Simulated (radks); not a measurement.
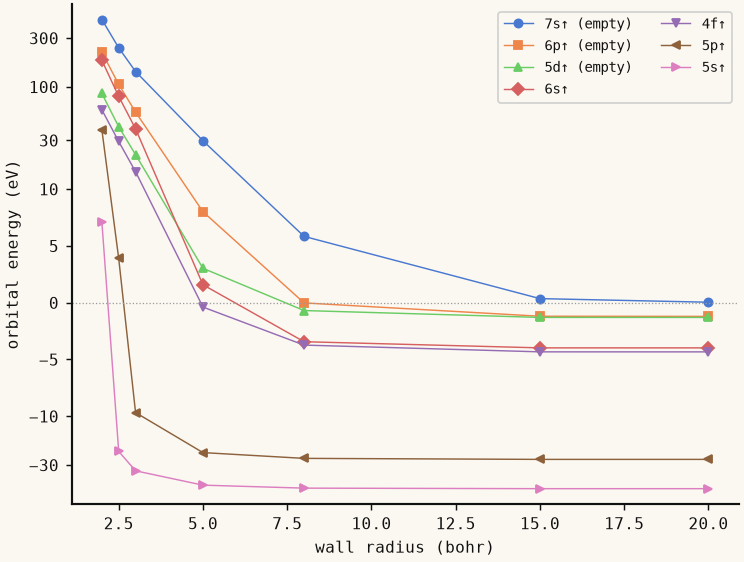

System: the neutral holmium atom, configuration [Xe] 4f11 6s2 (high spin). It is put inside a hard spherical wall of varying radius. Level of theory: scalar-relativistic Kohn-Sham, LDA (Slater exchange, VWN5 correlation), spin-polarised, spherical densities, point nucleus. Computed with the in-house radial solver radks. The plot shows the outer orbital energies (spin up), on a scale that is linear within ±10 eV and logarithmic beyond.

How do the levels move, and do any cross?

Answer. The levels rise as the wall closes in: 7s↑ goes from 0.0389 eV at 20 bohr to 456.0 eV at 2 bohr. On compression 5d↑ drops below 6s↑ between 5 and 3 bohr; the level of higher l rises less. The fastest to rise is 7s↑ (by 456.0 eV), the slowest 5s↑ (by 58.2 eV): the wall presses hardest on the most extended orbitals.
